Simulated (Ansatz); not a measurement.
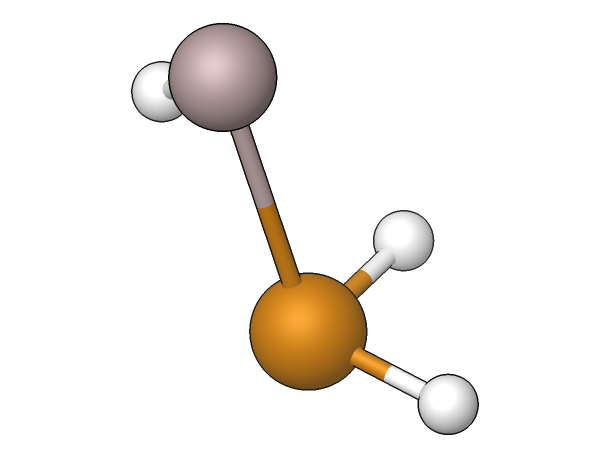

Rendered structure (ball-and-stick style). Colours: aluminium light grey, tellurium orange, hydrogen white.

Description:

Formula AlH₃Te. This geometry has C1 symmetry. Coordination: 1 Al bent; 1 Te trigonal pyramidal.

The parts below concern this one geometry. Atoms keep their numbers from picture to picture. The geometry was computed by an optimisation with PBE0-D4/def2-TZVP. No frequency run is at hand to confirm it as a minimum.

**Shape**

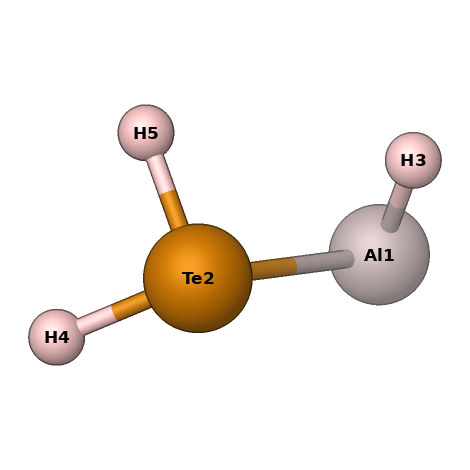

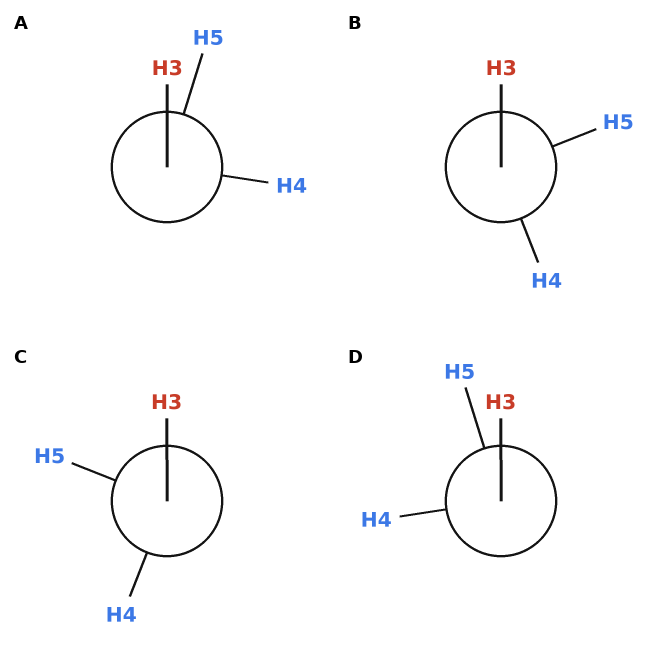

Depth is shown by fading: the farther an atom, the more it takes the colour of the background. Bonds that would overlap in a projection are set slightly apart. No frequency run is at hand to confirm it as a minimum.

Question: Which Newman projection shows the view along Al1–Te2, with Al1 in front?

Answer: B. The torsion angle H3–Al1–Te2–H4 is 159°, antiperiplanar (anti).

**Dipole moment**

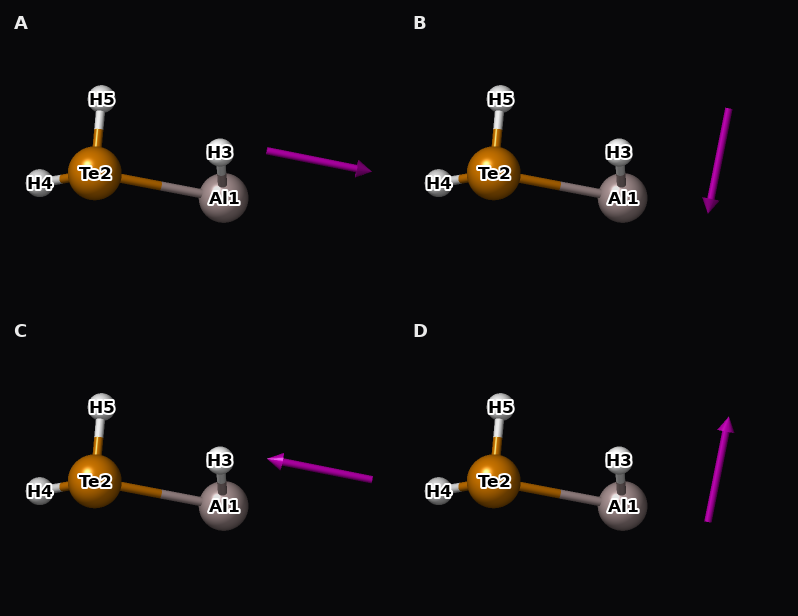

The same molecule four times, each with an arrow. No frequency run is at hand to confirm it as a minimum. Level of theory: RKS PBE0-D4/def2-TZVP, core potentials on Te (Ansatz 0.2.0).

Question: Which arrow points along the dipole moment, from the negative to the positive end?

Answer: C. The dipole moment is 2.04 D; it points from the side of Al1 to the side of H4 (the outermost atoms at the two ends).

**Charges**

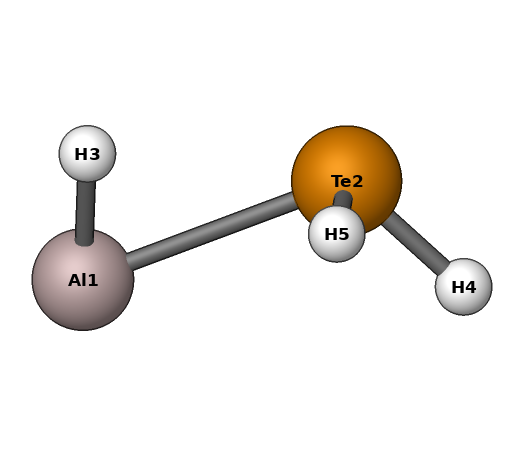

The questions are on Mulliken charges. No frequency run is at hand to confirm it as a minimum. Level of theory: RKS PBE0-D4/def2-TZVP, core potentials on Te (Ansatz 0.2.0).

Give the Mulliken charges atom by atom.

```csv
atom,value (e)
Al1,0.03
Te2,−0.03
H3,−0.16
H4,0.07
H5,0.10
```

**Electronic properties**

No frequency run is at hand to confirm it as a minimum. Method: RKS PBE0-D4/def2-TZVPP, core potentials on Te (Ansatz 0.2.0).

Predict the main results.

- HOMO energy (Kohn–Sham orbital): −5.49 eV
- LUMO energy (Kohn–Sham orbital): −1.62 eV
- HOMO–LUMO gap: 3.87 eV

Mulliken values depend strongly on the basis set and can even reverse the polarity of a bond.
